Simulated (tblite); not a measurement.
**Run report: C7H9BN2, geometry relaxation (part 2 of 2)**

Continued. System: C7H9BN2, SMILES CC#[N+][BH2-]c1ccccn1. Method: GFN2-xTB geometry optimisation, gas phase (tblite 0.8.0). It belongs to a series of runs on one base structure; here: H on B replaced by 2-pyridyl.

Geometry of the input (Å):
```
C  3.8296  0.8236  -0.2873
C  2.6119  -0.0124  -0.3909
N  1.6662  -0.6947  -0.4460
B  0.4551  -1.5563  -0.5515
C  -0.8091  -0.7037  -0.1931
C  -0.7537  0.6468  0.0775
C  -1.9619  1.2782  0.3625
C  -3.1529  0.5806  0.3713
C  -3.1461  -0.7657  0.0815
N  -2.0011  -1.3617  -0.1876
H  4.5427  0.5484  -1.0854
H  3.5269  1.8738  -0.4378
H  4.2721  0.6320  0.7319
H  0.3541  -2.0232  -1.6435
H  0.5612  -2.4369  0.2602
H  0.1870  1.1891  0.0901
H  -2.0238  2.3299  0.6019
H  -4.1122  1.0292  0.5843
H  -4.0558  -1.3678  0.0697
```

**Trajectory as extended XYZ, continued**
```
19
Properties=species:S:1:pos:R:3:forces:R:3 step=10 energy=-723.99899
C     3.7767    0.7844   -0.2914   -0.0310  -0.0130  -0.0230
C     2.6098   -0.0428   -0.3989   -0.0460  -0.0440   0.0250
N     1.6868   -0.7281   -0.4745   -0.0090   0.0490   0.0330
B     0.4899   -1.5788   -0.5422    0.0800   0.1120  -0.0180
C    -0.8305   -0.7100   -0.1957    0.0710   0.0070  -0.0240
C    -0.8205    0.6564    0.0934    0.0690  -0.0080  -0.0020
C    -1.9975    1.3193    0.3811   -0.0390  -0.0120   0.0050
C    -3.1801    0.5986    0.3763   -0.0420  -0.0090  -0.0060
C    -3.1028   -0.7521    0.0779   -0.0320  -0.0580  -0.0010
N    -1.9787   -1.3832   -0.1983    0.0120  -0.0090   0.0120
H     4.4953    0.5109   -1.0684   -0.0610   0.0350   0.0640
H     3.5042    1.8369   -0.4077    0.0030  -0.1050  -0.0190
H     4.2381    0.6476    0.6891   -0.0270  -0.0150  -0.0580
H     0.4446   -1.9874   -1.6577    0.0250  -0.0340  -0.0060
H     0.6524   -2.4303    0.2698    0.0480  -0.0460  -0.0050
H     0.1147    1.1969    0.0937    0.0640   0.0730   0.0050
H    -1.9943    2.3774    0.6068   -0.0100   0.0300   0.0050
H    -4.1271    1.0675    0.5939   -0.0300   0.0160   0.0120
H    -3.9909   -1.3738    0.0606   -0.0450   0.0320   0.0010
19
Properties=species:S:1:pos:R:3:forces:R:3 step=11 energy=-724.00072
C     3.7759    0.7832   -0.2914   -0.0520  -0.0370  -0.0050
C     2.6099   -0.0433   -0.3983   -0.0020  -0.0140   0.0280
N     1.6870   -0.7272   -0.4737   -0.0780  -0.0020   0.0220
B     0.4923   -1.5782   -0.5427    0.0470   0.0680  -0.0090
C    -0.8296   -0.7091   -0.1954    0.0550   0.0000  -0.0250
C    -0.8184    0.6579    0.0936    0.0110   0.0030   0.0060
C    -1.9984    1.3191    0.3810    0.0090  -0.0210   0.0010
C    -3.1820    0.5995    0.3769   -0.0210  -0.0150  -0.0130
C    -3.1048   -0.7514    0.0782    0.0290  -0.0490  -0.0040
N    -1.9796   -1.3814   -0.1975    0.0500   0.0070   0.0090
H     4.4914    0.5094   -1.0684   -0.0100   0.0260   0.0290
H     3.5002    1.8326   -0.4089    0.0060  -0.0360  -0.0170
H     4.2356    0.6454    0.6889   -0.0040  -0.0060  -0.0370
H     0.4500   -1.9880   -1.6595    0.0160  -0.0200   0.0230
H     0.6590   -2.4316    0.2696    0.0290  -0.0160  -0.0300
H     0.1165    1.2023    0.0943    0.0140   0.0340   0.0030
H    -1.9940    2.3772    0.6068   -0.0180   0.0310   0.0050
H    -4.1299    1.0672    0.5942   -0.0150   0.0230   0.0120
H    -3.9909   -1.3745    0.0601   -0.0660   0.0250   0.0030
19
Properties=species:S:1:pos:R:3:forces:R:3 step=12 energy=-724.00158
C     3.7745    0.7820   -0.2914   -0.0420  -0.0350   0.0050
C     2.6096   -0.0440   -0.3974    0.0090  -0.0040   0.0240
N     1.6861   -0.7264   -0.4728   -0.0810  -0.0120   0.0160
B     0.4945   -1.5768   -0.5431    0.0060   0.0100  -0.0010
C    -0.8281   -0.7085   -0.1956    0.0160   0.0040  -0.0130
C    -0.8174    0.6588    0.0938    0.0100   0.0030   0.0010
C    -1.9987    1.3186    0.3810    0.0040   0.0020   0.0070
C    -3.1832    0.5994    0.3769    0.0030  -0.0130  -0.0130
C    -3.1051   -0.7519    0.0782    0.0270  -0.0230   0.0010
N    -1.9792   -1.3806   -0.1970    0.0770   0.0100   0.0020
H     4.4893    0.5092   -1.0677    0.0180   0.0100  -0.0020
H     3.4986    1.8298   -0.4098   -0.0040   0.0090  -0.0160
H     4.2343    0.6443    0.6879    0.0100  -0.0050  -0.0100
H     0.4528   -1.9887   -1.6599    0.0140  -0.0100   0.0320
H     0.6625   -2.4324    0.2689    0.0180   0.0060  -0.0440
H     0.1177    1.2054    0.0946   -0.0220   0.0100   0.0030
H    -1.9942    2.3777    0.6069   -0.0210   0.0030   0.0000
H    -4.1315    1.0676    0.5946    0.0070   0.0140   0.0060
H    -3.9921   -1.3743    0.0599   -0.0490   0.0220   0.0020
19
Properties=species:S:1:pos:R:3:forces:R:3 step=13 energy=-724.00207
C     3.7731    0.7808   -0.2915   -0.0180  -0.0180   0.0060
C     2.6090   -0.0449   -0.3966    0.0040  -0.0050   0.0180
N     1.6846   -0.7259   -0.4720   -0.0520  -0.0020   0.0120
B     0.4957   -1.5758   -0.5434   -0.0230  -0.0280   0.0030
C    -0.8269   -0.7080   -0.1961    0.0040   0.0150  -0.0010
C    -0.8165    0.6593    0.0939   -0.0170   0.0160   0.0040
C    -1.9990    1.3185    0.3811    0.0210   0.0010   0.0020
C    -3.1837    0.5991    0.3766    0.0100  -0.0150  -0.0100
C    -3.1049   -0.7527    0.0783    0.0360  -0.0050   0.0000
N    -1.9776   -1.3803   -0.1967    0.0320   0.0060   0.0030
H     4.4885    0.5095   -1.0672    0.0220  -0.0010  -0.0150
H     3.4978    1.8283   -0.4106   -0.0110   0.0220  -0.0130
H     4.2338    0.6437    0.6870    0.0130  -0.0060   0.0050
H     0.4544   -1.9892   -1.6594    0.0120  -0.0050   0.0260
H     0.6646   -2.4328    0.2677    0.0120   0.0120  -0.0420
H     0.1179    1.2072    0.0949   -0.0260   0.0050   0.0030
H    -1.9947    2.3780    0.6069   -0.0220  -0.0120  -0.0020
H    -4.1322    1.0681    0.5949    0.0230   0.0010  -0.0010
H    -3.9936   -1.3736    0.0598   -0.0210   0.0200   0.0000
19
Properties=species:S:1:pos:R:3:forces:R:3 step=14 energy=-724.00237
C     3.7720    0.7798   -0.2915    0.0050   0.0000   0.0030
C     2.6083   -0.0458   -0.3957   -0.0050  -0.0080   0.0120
N     1.6829   -0.7254   -0.4713   -0.0160   0.0120   0.0100
B     0.4960   -1.5755   -0.5435   -0.0340  -0.0320   0.0040
C    -0.8258   -0.7074   -0.1964   -0.0150   0.0110   0.0080
C    -0.8164    0.6598    0.0941   -0.0050   0.0130   0.0000
C    -1.9988    1.3183    0.3813   -0.0070   0.0030   0.0030
C    -3.1838    0.5986    0.3762    0.0270  -0.0070  -0.0060
C    -3.1041   -0.7534    0.0783    0.0090   0.0090   0.0030
N    -1.9763   -1.3800   -0.1965    0.0160  -0.0050   0.0000
H     4.4883    0.5096   -1.0671    0.0120  -0.0060  -0.0120
H     3.4971    1.8278   -0.4113   -0.0130   0.0120  -0.0080
H     4.2338    0.6432    0.6866    0.0100  -0.0040   0.0070
H     0.4557   -1.9897   -1.6587    0.0090  -0.0050   0.0110
H     0.6661   -2.4328    0.2661    0.0070   0.0050  -0.0290
H     0.1176    1.2084    0.0951   -0.0220   0.0060   0.0030
H    -1.9955    2.3781    0.6069   -0.0190  -0.0170  -0.0020
H    -4.1321    1.0685    0.5951    0.0300  -0.0080  -0.0050
H    -3.9949   -1.3728    0.0598    0.0100   0.0200  -0.0020
19
Properties=species:S:1:pos:R:3:forces:R:3 step=15 energy=-724.00256
C     3.7715    0.7793   -0.2914    0.0150   0.0100  -0.0020
C     2.6078   -0.0466   -0.3949   -0.0060  -0.0070   0.0070
N     1.6814   -0.7249   -0.4706    0.0040   0.0170   0.0080
B     0.4956   -1.5759   -0.5435   -0.0260  -0.0140   0.0020
C    -0.8254   -0.7069   -0.1964   -0.0090   0.0090   0.0100
C    -0.8162    0.6604    0.0942   -0.0110   0.0080  -0.0010
C    -1.9989    1.3182    0.3814    0.0030   0.0060   0.0000
C    -3.1834    0.5983    0.3759    0.0120  -0.0070   0.0000
C    -3.1035   -0.7537    0.0783    0.0090   0.0060  -0.0010
N    -1.9751   -1.3798   -0.1963   -0.0210  -0.0110   0.0020
H     4.4884    0.5095   -1.0673    0.0000  -0.0060  -0.0030
H     3.4963    1.8276   -0.4119   -0.0100  -0.0020  -0.0030
H     4.2339    0.6427    0.6866    0.0060   0.0000   0.0020
H     0.4567   -1.9901   -1.6581    0.0040  -0.0060  -0.0030
H     0.6673   -2.4328    0.2647    0.0030  -0.0080  -0.0110
H     0.1170    1.2094    0.0953   -0.0090   0.0110   0.0020
H    -1.9963    2.3778    0.6069   -0.0170  -0.0100   0.0000
H    -4.1315    1.0685    0.5951    0.0300  -0.0120  -0.0070
H    -3.9954   -1.3719    0.0597    0.0240   0.0170  -0.0030
19
Properties=species:S:1:pos:R:3:forces:R:3 step=16 energy=-724.00267
C     3.7714    0.7791   -0.2914    0.0120   0.0080  -0.0030
C     2.6075   -0.0470   -0.3943   -0.0040  -0.0040   0.0050
N     1.6805   -0.7244   -0.4701    0.0110   0.0140   0.0060
B     0.4948   -1.5763   -0.5435   -0.0100   0.0060   0.0010
C    -0.8253   -0.7064   -0.1963   -0.0110  -0.0030   0.0070
C    -0.8164    0.6609    0.0942    0.0000   0.0010  -0.0020
C    -1.9988    1.3183    0.3815   -0.0100   0.0020   0.0000
C    -3.1830    0.5980    0.3757    0.0170   0.0000   0.0020
C    -3.1030   -0.7538    0.0783   -0.0040   0.0060  -0.0010
N    -1.9748   -1.3798   -0.1961   -0.0140  -0.0130   0.0000
H     4.4884    0.5093   -1.0675   -0.0070  -0.0040   0.0030
H     3.4956    1.8274   -0.4123   -0.0050  -0.0100   0.0000
H     4.2341    0.6424    0.6867    0.0030   0.0030  -0.0040
H     0.4575   -1.9904   -1.6578   -0.0010  -0.0050  -0.0100
H     0.6683   -2.4330    0.2636   -0.0010  -0.0170   0.0010
H     0.1164    1.2102    0.0955   -0.0020   0.0110   0.0010
H    -1.9972    2.3775    0.6069   -0.0140   0.0030   0.0030
H    -4.1307    1.0682    0.5950    0.0170  -0.0080  -0.0050
H    -3.9953   -1.3711    0.0596    0.0230   0.0100  -0.0030
19
Properties=species:S:1:pos:R:3:forces:R:3 step=17 energy=-724.00274
C     3.7715    0.7791   -0.2914    0.0040   0.0020  -0.0020
C     2.6075   -0.0472   -0.3938    0.0020   0.0010   0.0030
N     1.6800   -0.7239   -0.4696    0.0050   0.0060   0.0040
B     0.4942   -1.5765   -0.5434    0.0030   0.0140   0.0000
C    -0.8255   -0.7062   -0.1960   -0.0020  -0.0070   0.0040
C    -0.8164    0.6612    0.0942    0.0010  -0.0040  -0.0020
C    -1.9990    1.3184    0.3815    0.0030   0.0060  -0.0010
C    -3.1824    0.5979    0.3757    0.0020   0.0010   0.0030
C    -3.1027   -0.7536    0.0784    0.0000   0.0000  -0.0020
N    -1.9747   -1.3800   -0.1960   -0.0120  -0.0080   0.0010
H     4.4883    0.5091   -1.0676   -0.0080  -0.0040   0.0030
H     3.4950    1.8272   -0.4126   -0.0030  -0.0100   0.0010
H     4.2342    0.6423    0.6866    0.0040   0.0060  -0.0050
H     0.4580   -1.9907   -1.6578   -0.0030  -0.0020  -0.0100
H     0.6688   -2.4335    0.2630   -0.0040  -0.0170   0.0050
H     0.1161    1.2110    0.0956    0.0010   0.0090   0.0000
H    -1.9979    2.3774    0.6069   -0.0120   0.0100   0.0040
H    -4.1299    1.0679    0.5948    0.0070  -0.0040  -0.0030
H    -3.9949   -1.3705    0.0595    0.0110   0.0020  -0.0030
19
Properties=species:S:1:pos:R:3:forces:R:3 step=18 energy=-724.00277
C     3.7716    0.7791   -0.2915   -0.0010  -0.0020   0.0000
C     2.6075   -0.0473   -0.3935    0.0040   0.0030   0.0030
N     1.6798   -0.7236   -0.4693    0.0000   0.0000   0.0030
B     0.4940   -1.5764   -0.5434    0.0100   0.0080   0.0000
C    -0.8257   -0.7062   -0.1958    0.0010  -0.0080   0.0020
C    -0.8165    0.6613    0.0941    0.0030  -0.0040  -0.0010
C    -1.9989    1.3186    0.3815    0.0020   0.0030  -0.0010
C    -3.1821    0.5978    0.3757    0.0040   0.0030   0.0020
C    -3.1026   -0.7536    0.0783   -0.0010   0.0000  -0.0020
N    -1.9749   -1.3802   -0.1960    0.0010  -0.0030   0.0010
H     4.4881    0.5089   -1.0677   -0.0050  -0.0040   0.0000
H     3.4946    1.8269   -0.4128   -0.0020  -0.0050   0.0000
H     4.2344    0.6423    0.6865    0.0050   0.0060  -0.0030
H     0.4582   -1.9909   -1.6580   -0.0040   0.0020  -0.0050
H     0.6690   -2.4340    0.2627   -0.0050  -0.0110   0.0020
H     0.1159    1.2115    0.0957    0.0000   0.0040  -0.0010
H    -1.9986    2.3774    0.6070   -0.0090   0.0120   0.0040
H    -4.1293    1.0677    0.5946   -0.0030   0.0000   0.0000
H    -3.9945   -1.3701    0.0594    0.0000  -0.0040  -0.0030
19
Properties=species:S:1:pos:R:3:forces:R:3 step=19 energy=-724.00279
C     3.7717    0.7790   -0.2915   -0.0020  -0.0030   0.0010
C     2.6076   -0.0473   -0.3933    0.0040   0.0020   0.0030
N     1.6797   -0.7234   -0.4691   -0.0020  -0.0030   0.0030
B     0.4940   -1.5762   -0.5434    0.0090  -0.0010   0.0000
C    -0.8258   -0.7064   -0.1957    0.0040  -0.0040   0.0010
C    -0.8165    0.6613    0.0941    0.0020  -0.0020   0.0000
C    -1.9989    1.3187    0.3815    0.0050   0.0050   0.0000
C    -3.1818    0.5978    0.3758   -0.0010   0.0020   0.0010
C    -3.1025   -0.7535    0.0783    0.0010  -0.0010  -0.0010
N    -1.9750   -1.3805   -0.1959    0.0050   0.0010   0.0010
H     4.4880    0.5087   -1.0677   -0.0020  -0.0040  -0.0030
H     3.4945    1.8267   -0.4128   -0.0020   0.0000   0.0000
H     4.2346    0.6425    0.6864    0.0060   0.0060   0.0000
H     0.4582   -1.9910   -1.6582   -0.0030   0.0050  -0.0010
H     0.6690   -2.4345    0.2626   -0.0050  -0.0050  -0.0020
H     0.1158    1.2119    0.0957   -0.0010   0.0010  -0.0020
H    -1.9991    2.3777    0.6071   -0.0060   0.0070   0.0020
H    -4.1290    1.0676    0.5946   -0.0050   0.0010   0.0000
H    -3.9943   -1.3700    0.0593   -0.0050  -0.0060  -0.0030
```

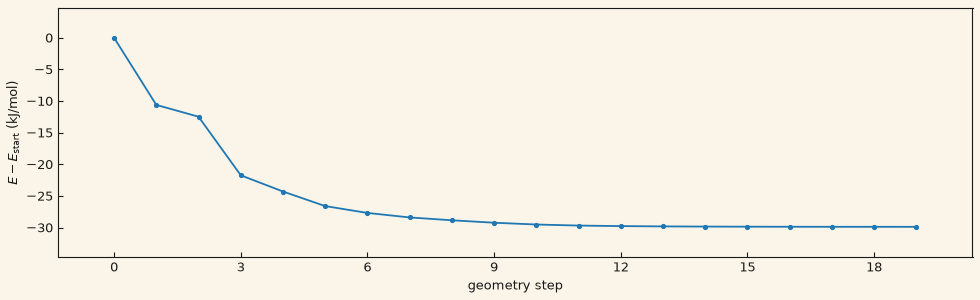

Fig. 1: Progress of the relaxation, step by step (steps are counted from 0).

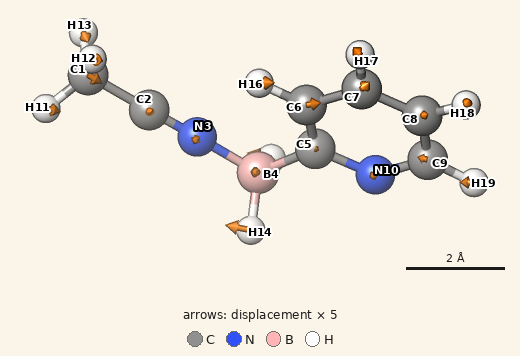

Fig. 2: The starting structure with the displacements as orange arrows, magnified 5 times (ball-and-stick view, seen at a tilt). The two geometries are laid on each other by the best rigid fit. The energy falls by 29.9 kJ/mol in 19 geometry steps. The largest force component goes from 1.7 to 0.009 eV/Å. The largest moves after the best rigid fit, 0.11 Å, are those of H14 and H15. Largest moves by element: H 0.11 Å, C 0.07 Å, B 0.04 Å, N 0.04 Å. Distances before and after: B4–C5 1.566 → 1.618 Å, C1–C2 1.481 → 1.431 Å, C1–H13 1.128 → 1.091 Å, C5–N10 1.362 → 1.332 Å. Among the angles that change: N3–B4–H14 111.1° → 106.0°, C8–C9–N10 119.3° → 123.9°, C8–C7–H17 116.2° → 120.6°. (Atoms are counted from 1 in the order of the input.)
